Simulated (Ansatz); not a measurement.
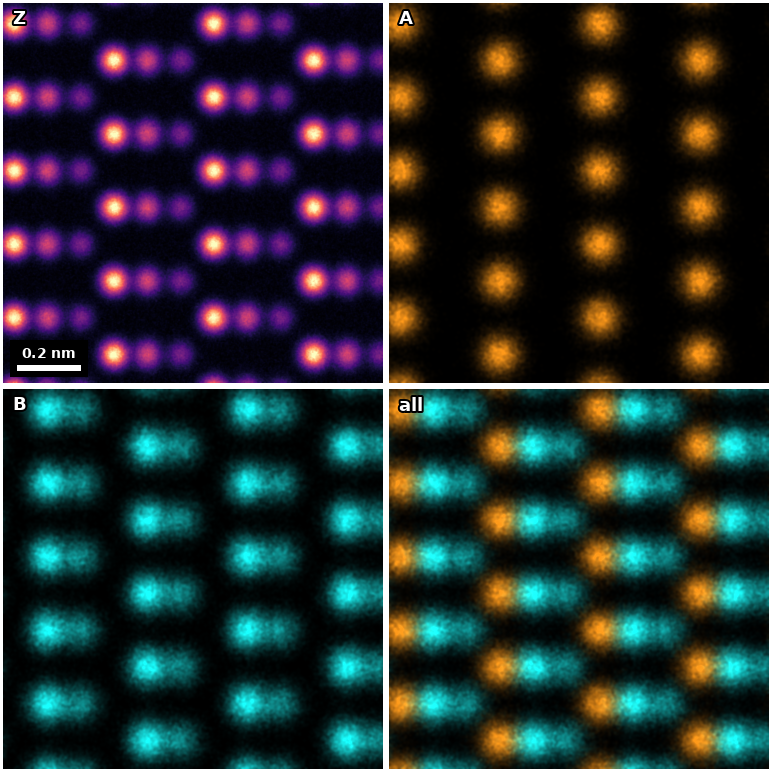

Si3Ge (P-6m2, No. 187) along [201]. Panel Z: Simulation: incoherent imaging, intensity Z^1.7 per atom, probe width 0.61 Å, thin sample. The display is stretched by a gamma of 0.8; percentages refer to the linear signal. Shot noise was added. The other panels are simulated element maps (the number of atoms of one element along the beam, blurred by 0.9 Å, with counting noise; each on its own scale, no channelling); the last overlays them. Structure used: coordinates from a relaxation with DFT PBE, scalar-relativistic, plane waves, PAW (Ansatz 0.2.0); the starting structure was generated, so it need not be a known form of this composition.

```cif
data_structure
_symmetry_space_group_name_H-M 'P-6m2'
_symmetry_Int_Tables_number 187
_cell_length_a 3.6412
_cell_length_b 3.6412
_cell_length_c 6.0261
_cell_angle_alpha 90.000
_cell_angle_beta 90.000
_cell_angle_gamma 120.000
_cell_volume 69.19
loop_
_atom_site_label
_atom_site_type_symbol
_atom_site_symmetry_multiplicity
_atom_site_Wyckoff_symbol
_atom_site_fract_x
_atom_site_fract_y
_atom_site_fract_z
_atom_site_occupancy
Si1 Si 2 g 0.00000 0.00000 0.76818 1
Si2 Si 1 c 0.33333 0.66667 0.00000 1
Ge1 Ge 1 f 0.66667 0.33333 0.50000 1
```

Q: Which element does each lettered map show?

A: Ge, B: Si. The projected cell (2.32 × 3.36 Å, 110°) holds 3 columns: 2 of Si and 1 of Ge. No column is shared by two of the mapped elements.
